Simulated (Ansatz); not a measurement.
**Geometry relaxation, with input and output: AlB₂H₅O (part 2 of 2)**

AlB₂H₅O; RKS PBE-D4/def2-SVP (Ansatz 0.2.0). The geometry: force-field start.

Geometry of the input (Å):
```
B  -0.6289  0.7918  -1.9255
Al 0.5714  0.3135  -0.3821
B  -0.1559  -0.8953  1.1231
O  0.8335  -1.2621  2.2338
H  -0.2798  1.5236  -2.8249
H  -1.7896  0.4555  -1.9576
H  2.1062  0.8531  -0.3463
H  -1.1968  -1.2768  1.1017
H  0.6283  -0.5497  2.9608
```

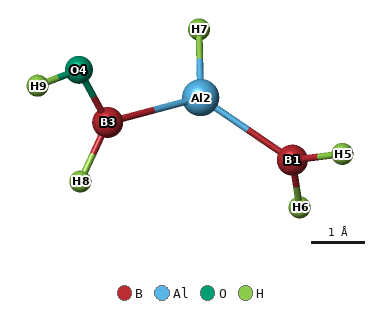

*The geometry at step 17 of the log (ball-and-stick view, seen at a tilt; atoms are numbered from 1 in the order of the input).*

Trajectory as extended XYZ, continued
```
9
Properties=species:S:1:pos:R:3:forces:R:3 step=7 energy=-10063.32593
B    -0.6609    0.8529   -2.1076   -0.0477   0.0475  -0.1426
Al    0.6284    0.4078   -0.4093   -0.0971   0.0538  -0.1364
B    -0.0331   -0.7729    1.2890    0.0117  -0.0560   0.0049
O     0.8642   -0.9183    2.3049   -0.0794  -0.1009   0.2281
H    -0.2502    1.1610   -3.2315   -0.0982  -0.1777   0.2352
H    -1.8895    0.8154   -2.0071    0.2091   0.1029  -0.0221
H     2.0988    1.0770   -0.3603   -0.0136   0.0414   0.0292
H    -1.1543   -1.2651    1.4349    0.0047   0.0202  -0.0406
H     0.4851   -1.4042    3.0700    0.1105   0.0688  -0.1558
9
Properties=species:S:1:pos:R:3:forces:R:3 step=8 energy=-10063.36467
B    -0.6612    0.8663   -2.1019   -0.0851  -0.0447  -0.3489
Al    0.6117    0.4391   -0.4002   -0.0515   0.0598  -0.1221
B    -0.0184   -0.7879    1.2844   -0.0096  -0.0053   0.0698
O     0.8625   -0.9139    2.3194   -0.0721  -0.1003   0.0055
H    -0.2407    0.9711   -3.2762   -0.2426  -0.1340   0.5417
H    -1.8920    0.9765   -1.9765    0.3961   0.1184  -0.0830
H     2.0665    1.1423   -0.3295   -0.0302   0.0585   0.0305
H    -1.1344   -1.3012    1.4027    0.0496  -0.0193  -0.0292
H     0.4943   -1.4387    3.0609    0.0454   0.0671  -0.0643
9
Properties=species:S:1:pos:R:3:forces:R:3 step=9 energy=-10063.39157
B    -0.6653    0.8032   -2.0993   -0.2941   0.5975  -0.2932
Al    0.6008    0.4618   -0.3927   -0.1524  -0.1215  -0.0192
B    -0.0214   -0.7796    1.2893    0.0873  -0.1326  -0.0563
O     0.8688   -0.9205    2.3142   -0.1348  -0.0035   0.0627
H    -0.2520    0.8159   -3.2763   -0.2667  -0.2513   0.4419
H    -1.8674    1.1700   -1.9760    0.7201  -0.2463  -0.0913
H     2.0324    1.2121   -0.2995   -0.0706   0.0777  -0.0156
H    -1.1126   -1.3529    1.3743    0.0464   0.0737   0.0252
H     0.5051   -1.4564    3.0492    0.0648   0.0063  -0.0542
9
Properties=species:S:1:pos:R:3:forces:R:3 step=10 energy=-10063.46975
B    -0.6421    0.8279   -2.0942   -0.2060   0.2094  -0.2038
Al    0.5809    0.4853   -0.3793   -0.3898  -0.2098  -0.0532
B    -0.0073   -0.7945    1.2902    0.0312  -0.0454  -0.0121
O     0.8809   -0.9512    2.3132   -0.0482  -0.0137  -0.0123
H    -0.3040    0.6232   -3.2637   -0.0685  -0.1202   0.2481
H    -1.7812    1.3170   -2.0160    0.3496  -0.0891   0.0188
H     1.9404    1.2991   -0.2806    0.2923   0.2433   0.0483
H    -1.1058   -1.3469    1.3757    0.0160   0.0065   0.0113
H     0.5265   -1.5063    3.0376    0.0233   0.0191  -0.0451
9
Properties=species:S:1:pos:R:3:forces:R:3 step=11 energy=-10063.51707
B    -0.6376    0.8192   -2.0880    0.0085   0.0429  -0.0651
Al    0.5633    0.5170   -0.3612   -0.2265  -0.0378  -0.0873
B    -0.0083   -0.7875    1.2866    0.0157  -0.0255   0.0251
O     0.9006   -1.0033    2.2788   -0.0278  -0.0139  -0.0170
H    -0.3358    0.4321   -3.2143   -0.0808  -0.0377   0.1155
H    -1.7053    1.4303   -2.0483    0.1398  -0.0327  -0.0168
H     1.8876    1.4148   -0.2512    0.1378   0.1115   0.0489
H    -1.1239   -1.3018    1.3845    0.0186  -0.0024   0.0167
H     0.5477   -1.5672    2.9962    0.0146  -0.0043  -0.0200
9
Properties=species:S:1:pos:R:3:forces:R:3 step=12 energy=-10063.54350
B    -0.6187    0.8111   -2.0954   -0.0810  -0.0142  -0.1868
Al    0.5234    0.5589   -0.3509    0.0346  -0.0338   0.1244
B    -0.0169   -0.7813    1.2862   -0.0214   0.0383   0.0647
O     0.9239   -1.0391    2.2384   -0.0081  -0.0263  -0.0543
H    -0.4036    0.2500   -3.1669   -0.0459   0.0451   0.1065
H    -1.5976    1.5528   -2.1152    0.0702  -0.0389  -0.0285
H     1.8235    1.5026   -0.1810    0.0302   0.0318   0.0117
H    -1.1369   -1.2767    1.4196    0.0120  -0.0141  -0.0098
H     0.5913   -1.6247    2.9482    0.0093   0.0122  -0.0279
9
Properties=species:S:1:pos:R:3:forces:R:3 step=13 energy=-10063.55884
B    -0.6030    0.7806   -2.1137    0.0486   0.0075   0.0427
Al    0.4931    0.6122   -0.3082   -0.0525   0.0054  -0.0439
B    -0.0431   -0.7348    1.3175    0.2812  -0.0581   0.1881
O     0.9715   -1.1558    2.1401   -0.2942   0.1285  -0.2438
H    -0.4064    0.1271   -3.1279    0.0040  -0.0034   0.0030
H    -1.5320    1.5735   -2.2147    0.0013  -0.0253   0.0015
H     1.7486    1.6152   -0.1077   -0.0081  -0.0047   0.0023
H    -1.1883   -1.1272    1.5422    0.0121   0.0125   0.0333
H     0.6480   -1.7370    2.8556    0.0074  -0.0623   0.0169
9
Properties=species:S:1:pos:R:3:forces:R:3 step=14 energy=-10063.56957
B    -0.5773    0.7556   -2.1220   -0.0141  -0.0899   0.0220
Al    0.4657    0.6622   -0.2717   -0.0306   0.0982  -0.0632
B    -0.0598   -0.6682    1.3659    0.0053  -0.1281  -0.0702
O     0.9868   -1.2371    2.0384   -0.2499   0.0368  -0.0429
H    -0.3811    0.0298   -3.0937    0.0086   0.1099   0.0991
H    -1.5010    1.5519   -2.2768    0.0737  -0.0653   0.0012
H     1.6931    1.7013   -0.0534   -0.0348  -0.0257  -0.0168
H    -1.2209   -0.9845    1.6653    0.1987   0.0753   0.0568
H     0.6829   -1.8572    2.7311    0.0430  -0.0111   0.0140
9
Properties=species:S:1:pos:R:3:forces:R:3 step=15 energy=-10063.53706 accepted=F
B    -0.5904    0.7051   -2.0988    0.2255   0.3310  -0.2008
Al    0.4327    0.7226   -0.2379   -0.0520  -0.3475  -0.2078
B    -0.0684   -0.6925    1.3341   -0.0327   0.2536   0.6159
O     0.9918   -1.3289    1.9392   -0.6022  -0.0306  -0.1298
H    -0.3112    0.0063   -3.0750   -0.0964   0.0344   0.2327
H    -1.4853    1.5209   -2.3196   -0.0293  -0.2010   0.0332
H     1.6574    1.7644   -0.0339   -0.0883   0.0135   0.0206
H    -1.2352   -0.8394    1.7976    0.5874  -0.1051  -0.2435
H     0.6970   -1.9048    2.6772    0.0880   0.0517  -0.1205
9
Properties=species:S:1:pos:R:3:forces:R:3 step=16 energy=-10063.58230
B    -0.5705    0.7441   -2.1162   -0.0183  -0.0633   0.0000
Al    0.4638    0.6747   -0.2695   -0.0230   0.0432  -0.0183
B    -0.0526   -0.6578    1.3676   -0.0242  -0.0703  -0.0219
O     0.9804   -1.2893    2.0004   -0.1527   0.0139  -0.0328
H    -0.3391    0.0383   -3.0908    0.0155   0.0564   0.0492
H    -1.5184    1.5063   -2.2769    0.0366  -0.0307   0.0048
H     1.6698    1.7355   -0.0579   -0.0119  -0.0025   0.0005
H    -1.2126   -0.9052    1.7230    0.1403   0.0595   0.0161
H     0.6674   -1.8929    2.7033    0.0377  -0.0062   0.0022
9
Properties=species:S:1:pos:R:3:forces:R:3 step=17 energy=-10063.59130
B    -0.5704    0.7253   -2.1097    0.0342   0.0267  -0.0709
Al    0.4594    0.6836   -0.2687   -0.0186  -0.0130   0.0476
B    -0.0464   -0.6459    1.3700   -0.0180  -0.0681   0.0331
O     0.9726   -1.3401    1.9585   -0.1329   0.0243  -0.0241
H    -0.2962    0.0498   -3.0924   -0.0058   0.0035   0.0332
H    -1.5314    1.4667   -2.2777   -0.0079  -0.0361   0.0123
H     1.6456    1.7637   -0.0543   -0.0049   0.0148  -0.0045
H    -1.2004   -0.8275    1.7792    0.1188   0.0539  -0.0032
H     0.6556   -1.9220    2.6780    0.0351  -0.0059  -0.0236
9
Properties=species:S:1:pos:R:3:forces:R:3 step=18 energy=-10063.59792
B    -0.5443    0.7249   -2.1131   -0.1522  -0.0971  -0.0256
Al    0.4551    0.7029   -0.2611    0.0527   0.0053   0.0041
B    -0.0420   -0.6338    1.3692    0.0259  -0.1055   0.2477
O     0.9584   -1.4113    1.8955   -0.3325   0.1157  -0.0980
H    -0.2500    0.0427   -3.0845    0.0351   0.0463  -0.0032
H    -1.5577    1.3976   -2.2744    0.0632  -0.0013  -0.0153
H     1.6134    1.8122   -0.0445   -0.0017   0.0146   0.0390
H    -1.1835   -0.7118    1.8625    0.2627   0.0062  -0.0928
H     0.6389   -1.9697    2.6333    0.0467   0.0157  -0.0558
9
Properties=species:S:1:pos:R:3:forces:R:3 step=19 energy=-10063.60220
B    -0.5456    0.6881   -2.1092   -0.0326   0.0457  -0.1180
Al    0.4540    0.7151   -0.2551   -0.0145   0.0217   0.0947
B    -0.0322   -0.5953    1.3960    0.1901  -0.4191   0.2454
O     0.9387   -1.4813    1.8260   -0.6197   0.4196  -0.1180
H    -0.2018    0.0387   -3.0881   -0.0118   0.0060   0.0436
H    -1.5629    1.3517   -2.2920    0.0579  -0.0654   0.0261
H     1.5698    1.8663   -0.0203   -0.0113  -0.0047  -0.0133
H    -1.1536   -0.6007    1.9529    0.3962  -0.0082  -0.1030
H     0.6221   -2.0291    2.5729    0.0456   0.0044  -0.0576
9
Properties=species:S:1:pos:R:3:forces:R:3 step=20 energy=-10063.61926
B    -0.5286    0.6632   -2.1156    0.0644   0.0184   0.1514
Al    0.4467    0.7452   -0.2400    0.0317  -0.0457   0.0025
B     0.0068   -0.5895    1.4105   -0.1354   0.4010  -0.3128
O     0.8831   -1.5690    1.7466    0.0044  -0.1261   0.0786
H    -0.1593    0.0060   -3.0737    0.0088  -0.0120  -0.0487
H    -1.5661    1.2844   -2.2888   -0.0581  -0.0047  -0.0534
H     1.4945    1.9572    0.0107   -0.0164  -0.0061  -0.0080
H    -1.0502   -0.4482    2.0308    0.0589  -0.1140   0.1067
H     0.5615   -2.0956    2.5024    0.0417  -0.1108   0.0836
9
Properties=species:S:1:pos:R:3:forces:R:3 step=21 energy=-10063.63207
B    -0.5221    0.6559   -2.1040    0.0023  -0.0044  -0.0240
Al    0.4415    0.7652   -0.2346   -0.0188  -0.0371   0.0373
B     0.0019   -0.5573    1.4144   -0.0159  -0.0033   0.0347
O     0.8302   -1.6059    1.6860    0.0176   0.0286  -0.0644
H    -0.0980    0.0273   -3.0627   -0.0061  -0.0016   0.0010
H    -1.5940    1.2103   -2.3046   -0.0098  -0.0064  -0.0161
H     1.4806    1.9786    0.0052    0.0295   0.0359   0.0132
H    -0.9925   -0.3893    2.1272    0.0274   0.0049  -0.0073
H     0.5408   -2.1313    2.4562   -0.0263  -0.0165   0.0257
9
Properties=species:S:1:pos:R:3:forces:R:3 step=22 energy=-10063.63233
B    -0.5123    0.6422   -2.0980   -0.0751  -0.0362  -0.0495
Al    0.4374    0.7930   -0.2222   -0.0042   0.0348   0.0326
B     0.0173   -0.5215    1.4326    0.0449  -0.3813   0.1135
O     0.7749   -1.6537    1.6097   -0.1676   0.3469  -0.0655
H    -0.0518    0.0146   -3.0427   -0.0019   0.0209   0.0239
H    -1.6124    1.1364   -2.3231    0.0735  -0.0119   0.0148
H     1.4523    2.0276    0.0247    0.0201   0.0181  -0.0033
H    -0.9199   -0.3037    2.2165    0.1484  -0.0138  -0.0695
H     0.5028   -2.1814    2.3855   -0.0381   0.0225   0.0031
9
Properties=species:S:1:pos:R:3:forces:R:3 step=23 energy=-10063.63086 accepted=F
B    -0.5222    0.6227   -2.0963    0.0460   0.1865  -0.0945
Al    0.4250    0.7911   -0.2184   -0.0717  -0.0625  -0.0182
B     0.0007   -0.5388    1.4234    0.1333  -0.0360   0.2211
O     0.7689   -1.6569    1.6023   -0.1415   0.1136  -0.0640
H    -0.0406    0.0223   -3.0474   -0.0359  -0.0532   0.0375
H    -1.6007    1.1531   -2.3415    0.0275  -0.0824   0.0347
H     1.4414    2.0276    0.0259   -0.0061  -0.0087  -0.0026
H    -0.8934   -0.2915    2.2465    0.0577  -0.0722  -0.1144
H     0.5093   -2.1759    2.3885   -0.0094   0.0149   0.0005
9
Properties=species:S:1:pos:R:3:forces:R:3 step=24 energy=-10063.63626
B    -0.5136    0.6403   -2.0999   -0.0158  -0.0060   0.0012
Al    0.4308    0.7917   -0.2191   -0.0117   0.0177  -0.0080
B     0.0114   -0.5328    1.4302   -0.0519   0.0503   0.0152
O     0.7764   -1.6447    1.6107    0.0416  -0.0633  -0.0009
H    -0.0570    0.0075   -3.0410    0.0046  -0.0015   0.0027
H    -1.6016    1.1524   -2.3287    0.0138  -0.0033  -0.0001
H     1.4503    2.0259    0.0227    0.0051   0.0010   0.0043
H    -0.9119   -0.3159    2.2205    0.0140   0.0073  -0.0138
H     0.5037   -2.1707    2.3877    0.0003  -0.0021  -0.0007
9
Properties=species:S:1:pos:R:3:forces:R:3 step=25 energy=-10063.63705
B    -0.5135    0.6358   -2.0974   -0.0050   0.0011  -0.0012
Al    0.4169    0.8070   -0.2120    0.0103  -0.0068   0.0001
B     0.0119   -0.5253    1.4364   -0.0071   0.0055   0.0015
O     0.7601   -1.6559    1.5828    0.0012   0.0012  -0.0044
H    -0.0480   -0.0174   -3.0204    0.0039   0.0005   0.0041
H    -1.5930    1.1518   -2.3512   -0.0032  -0.0036  -0.0006
H     1.4380    2.0402    0.0290   -0.0009   0.0010   0.0024
H    -0.8839   -0.2985    2.2533    0.0018   0.0018   0.0023
H     0.4997   -2.1840    2.3625   -0.0010  -0.0007  -0.0042
9
Properties=species:S:1:pos:R:3:forces:R:3 step=26 energy=-10063.63726
B    -0.5128    0.6321   -2.0944   -0.0004  -0.0009  -0.0052
Al    0.4133    0.8152   -0.2081    0.0028   0.0033   0.0014
B     0.0117   -0.5182    1.4399    0.0172  -0.0241   0.0096
O     0.7474   -1.6612    1.5623   -0.0307   0.0294   0.0014
H    -0.0383   -0.0285   -3.0079   -0.0008   0.0035   0.0036
H    -1.5927    1.1414   -2.3600    0.0004  -0.0052   0.0025
H     1.4321    2.0504    0.0335   -0.0002  -0.0019  -0.0002
H    -0.8651   -0.2846    2.2760    0.0085  -0.0058  -0.0088
H     0.4929   -2.1930    2.3416    0.0032   0.0017  -0.0044
9
Properties=species:S:1:pos:R:3:forces:R:3 step=27 energy=-10063.63733
B    -0.5124    0.6300   -2.0925    0.0014   0.0050  -0.0043
Al    0.4143    0.8183   -0.2068    0.0021   0.0051   0.0002
B     0.0129   -0.5154    1.4405   -0.0010  -0.0137   0.0018
O     0.7418   -1.6628    1.5556   -0.0143   0.0149   0.0106
H    -0.0341   -0.0282   -3.0057   -0.0019   0.0008   0.0034
H    -1.5953    1.1330   -2.3581    0.0016  -0.0060   0.0029
H     1.4327    2.0539    0.0347   -0.0014  -0.0017  -0.0018
H    -0.8603   -0.2804    2.2800    0.0118  -0.0027  -0.0067
H     0.4889   -2.1948    2.3354    0.0017  -0.0017  -0.0060
```

Results in brief

```json
{"quantity": "outcome", "value": "converged"}
{"quantity": "total energy", "value": "−10063.6374 eV"}
{"quantity": "mean-field energy", "value": "−10063.5097 eV"}
{"quantity": "dispersion energy", "value": "−0.1276 eV"}
{"quantity": "SCF solution under orbital rotations", "value": "stable"}
{"quantity": "largest force (length of the vector) at the end", "value": "0.023 eV/Å"}
{"quantity": "dipole moment", "value": "2.34 D"}
{"quantity": "hardware", "value": "2 threads of Intel Xeon, 15 GiB of memory available, shared host"}
{"quantity": "wall time", "value": "44 s (CPU time 78 s)"}
{"quantity": "peak memory", "value": "0.13 GiB"}
```
